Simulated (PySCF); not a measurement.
# CoCrF6H3O2S ([F5Cr(mu-SH)Co(OH)2F]4-): the cost of one run

Programs: PySCF 2.14.0, with routines of our own; each step states its level. All values are computed. Atoms count from 0.

## Step 1: The system as given

14 atoms, charge -4, high-spin multiplicity 7; geometry from: idealised, bond lengths from ionic radii.

The system (corner-sharing dimer): [F5Cr(mu-SH)Co(OH)2F]4-. The metals (Cr(III), Co(II)) are 4.33 Å apart; the bridge angle is 132°; the spin sites are atom 0 (3 unpaired) and atom 1 (3 unpaired).

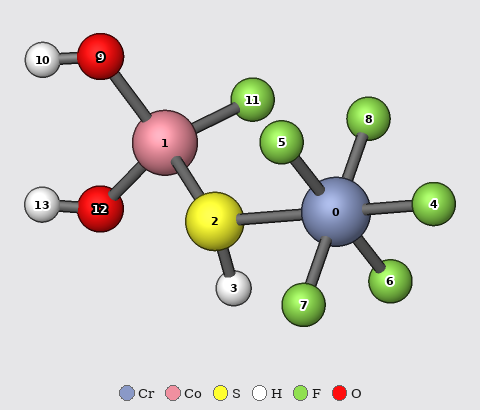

The starting geometry (chromium light blue, cobalt pink, sulfur yellow, hydrogen white, fluorine green, oxygen red); sticks join atoms by distance alone.

## Step 2: Magnetic exchange: PBE0/def2-SVP H:def2-SV(P) in water

Job settings and geometry (Å):

```
{"job": {"kind": "bs", "xc": "PBE0", "basis": {"default": "def2-SVP", "H": "def2-SV(P)"}, "grid": 1, "solvent": "water"}, "charge": -4, "high_spin_multiplicity": 7, "spin_sites": [[[0], 3], [[1], 3]]}
Cr    -2.387200    -0.204700    -0.036800
Co     1.941000    -0.204700    -0.036800
S     -0.203800     0.765600    -0.036800
H     -0.194600     1.227200    -1.305300
F     -4.146300    -0.986400    -0.036800
F     -2.387200    -0.204700     1.888200
F     -2.387200    -0.204700    -1.961800
F     -3.168900     1.554500    -0.036800
F     -1.605500    -1.963800    -0.036800
O      2.520500    -0.466800     1.764400
H      3.238600     0.104100     2.079400
F      1.878200    -1.870400    -0.927900
O      3.163400     0.954400    -0.937300
H      3.739100     1.500300    -0.379200
```

With the program's defaults for keys left out, this is: PBE0/def2-SVP H:def2-SV(P) high-spin and broken-symmetry single points, IEF-PCM water.

On the command line:

```sh
$ OMP_NUM_THREADS=1 python exch_run.py task.json out
```

One launch serves the whole session: the jobs run in the order shown.

Q: Estimate the wall time and peak memory of this first job on 1 thread of Arm Neoverse V2, shared host.

About 90 s, with a peak of 0.98 GiB.
